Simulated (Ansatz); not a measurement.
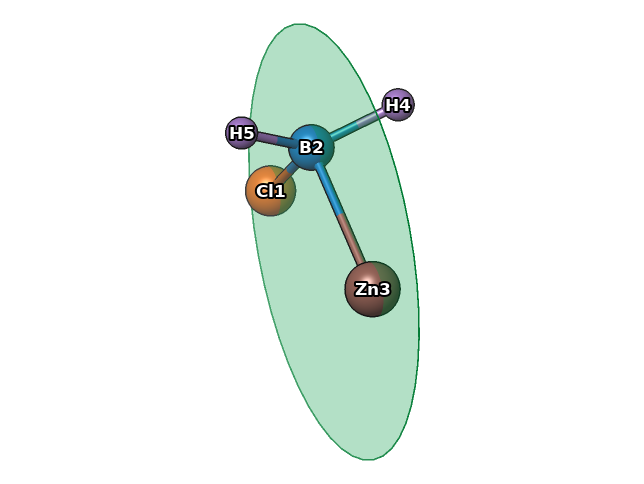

A disc through the centre of mass is drawn in. Atoms fade into the background with distance from the viewer. The geometry was computed by an optimisation with PBE-D4/def2-SVP. No frequency run is at hand to confirm it as a minimum.

> Is the plane of the disc a mirror plane of the structure?

Yes. The reflection leaves Cl1, B2, Zn3 in place and moves H4 ↔ H5. The point group is Cs.
